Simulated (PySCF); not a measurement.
# CF3O3S, charge −1, SMILES `[O-]S(=O)(=O)C(F)(F)F`: electronic structure

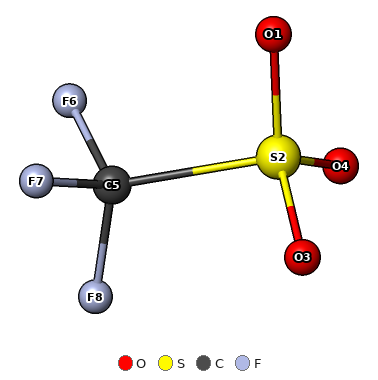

The molecule, with its atoms numbered as below. No frequency check shows the geometry to be a minimum.

Cartesian coordinates (Å):

```
O1      -1.2431    0.7907   -1.1703
S2      -0.9365    0.0003   -0.0004
O3      -1.2391   -1.4121   -0.0990
O4      -1.2432    0.6186    1.2699
C5       0.9419    0.0008   -0.0006
F6       1.4493    1.2406    0.0866
F7       1.4496   -0.5448   -1.1169
F8       1.4495   -0.6943    1.0310
```

### 1. Bonding charge

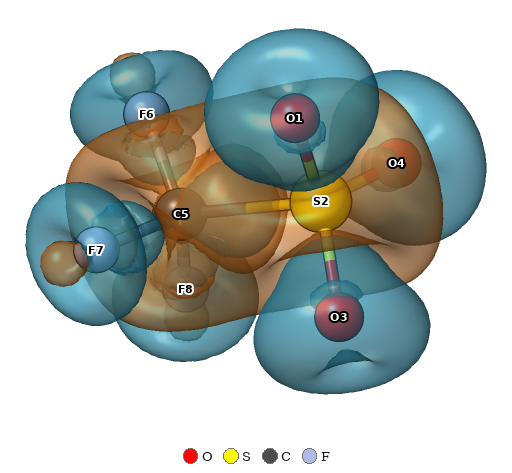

Deformation density (molecule less spherical, spin-averaged free atoms at the same positions), surfaces at ±0.04 e/Å³; light blue: gain, orange: loss.

Computed with PySCF, CAM-B3LYP/6-311+G**, geometry: GFN2-xTB.

**How much density has each bond gained at its critical point, relative to the free atoms?**

S2–C5: +0.39 e/Å³ at the bond critical point (bond length 1.88 Å). O1–S2, S2–O4 and S2–O3: +0.21 e/Å³ at the bond critical point (bond length 1.45 Å). C5–F7, C5–F6 and C5–F8: +0.08 e/Å³ at the bond critical point (bond length 1.34 Å); up to 0.6 Å beside the axis the gain reaches +0.31 e/Å³. In all, 2.7 electrons gather in the regions of gain relative to the promolecule of neutral atoms (this includes the anion's extra charge). A small or negative value marks a very polar bond, one between electron-rich atoms, whose free-atom densities already overlap strongly, a long bond to a heavier atom, or a closed-shell contact such as a hydrogen bond.

**Where do the Hirshfeld charges lie?**

The highest Hirshfeld charge is on S2 (+0.44 e), the lowest on O1, O3 and O4 (−0.42 e).

```json
{"atom": "O1", "charge (e)": "−0.42"}
{"atom": "S2", "charge (e)": "+0.44"}
{"atom": "O3", "charge (e)": "−0.42"}
{"atom": "O4", "charge (e)": "−0.42"}
{"atom": "C5", "charge (e)": "+0.20"}
{"atom": "F6", "charge (e)": "−0.13"}
{"atom": "F7", "charge (e)": "−0.13"}
{"atom": "F8", "charge (e)": "−0.13"}
```

### 2. Bond critical points

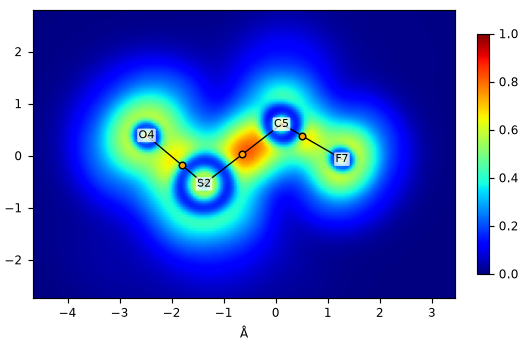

Localised orbital locator (LOL) in the plane of S2, O4, C5 and F7, with bond paths and bond critical points (dots).

**What values does LOL take at the bond critical points in this plane?**

S2–C5: about 0.80; C5–F7: about 0.50; S2–O4: about 0.38. Values above 0.5 mark slow, localised electrons, as in shared pairs; low values at a critical point mark a polar or closed-shell contact whose critical point lies between the shells.

**Where along C5–F7 does the critical point lie?**

0.46 Å from C5 and 0.89 Å from F7.

### 3. Local ionisation energy

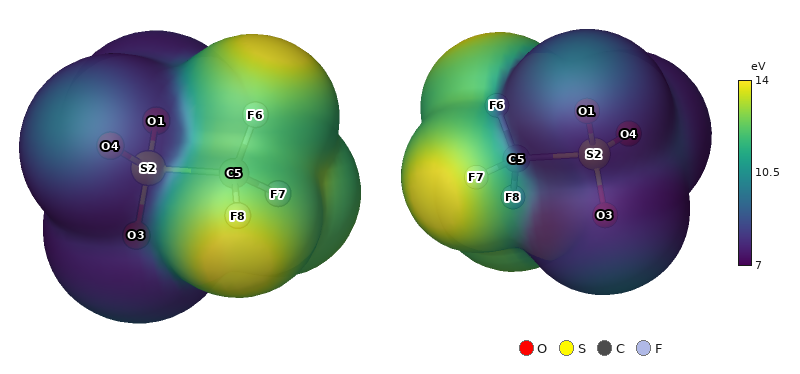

Average local ionisation energy on the surface of electron density 0.001 a.u. (back view left, front view right).

**Locate the minima of the map.**

The lowest value is 7.3 eV, 1.9 Å from O3, and at like points elsewhere. Further minima include 7.4 eV, 1.9 Å from O3, and at like points elsewhere. For comparison, the highest occupied orbital lies at −4.6 eV.

### 4. In an electric field

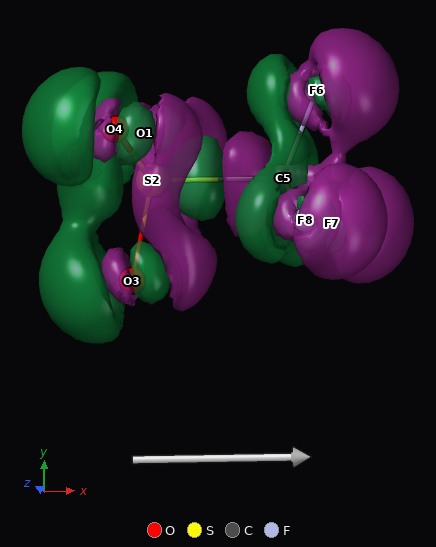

Change of the electron density in a uniform field of 0.10 V/Å along +x (arrow), surfaces at ±0.0006 e/Å³ (green: gain, purple: loss).

Method: PBE0/6-31+G*; geometry: GFN2-xTB; program: PySCF. For an anion such functionals hold the outermost electrons too loosely, so the response is rough. The basis has diffuse s and p functions alone, which still leaves polarisabilities too small, most of all across bonds.

**How large is the response?**

The induced dipole is 0.25 D (along the field); α along this axis, from the fields in both directions, is 50 bohr³ (7.4 Å³).

**Which atoms gain and lose the most charge?**

Electrons gather most on O1, O3 and O4 alike (Hirshfeld charge changes by −0.003 e) and leave F6, F7 and F8 alike most (+0.003 e); 0.024 electrons are displaced in all.

### 5. Removing or adding an electron

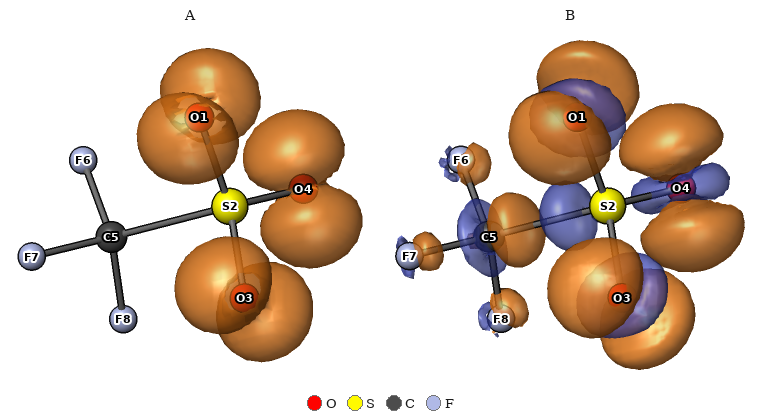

The Fukui function f⁻ from two separate SCF calculations and the density of the HOMO, at ±0.03 e/Å³ (orange positive, blue negative).

PySCF calculation, LDA (SVWN)/def2-SVPD, gas phase; geometry: GFN2-xTB.

**Which panel is which, and how good is the frozen-orbital picture?**

B is f⁻ (it has negative regions), A the HOMO density. The HOMO lies on O1, O3 and O4 (31 % each) and S2 (8 %); f⁻ (Hirshfeld-condensed) is largest on O1, O3 and O4 (0.24 each); the vertical detachment energy is 5.29 eV (the stability of the neutral species's solution wasn't checked). Relaxation shifts 20 % of the electron between atoms. The orbital energy is −1.72 eV.

### 6. Localised orbitals

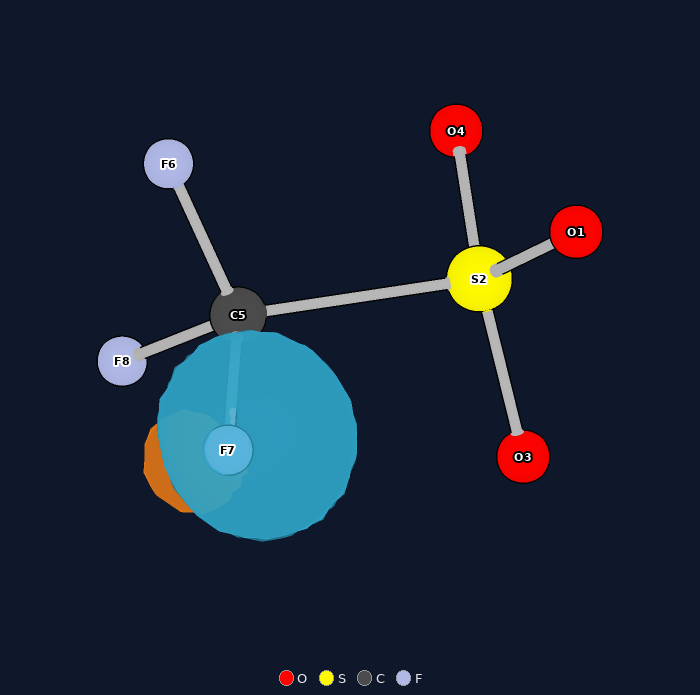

Foster–Boys orbitals, occupied; each surface holds about 80 % of the orbital's density. Energies are diagonal elements of the Fock matrix.

Level of theory: LDA (SVWN)/6-31G* (PySCF), at a geometry from GFN2-xTB. The basis has no diffuse functions, which an anion needs.

**What does this orbital represent?**

Lone pair on F7 (sp2.6-type) (F7 97 %; −10.7 eV).

The PySCF runs shown took 18 s, 35 s, 42 s and 9.9 s on 1 thread of Intel(R) Xeon(R) 6975P-C (Granite Rapids) (shared host).
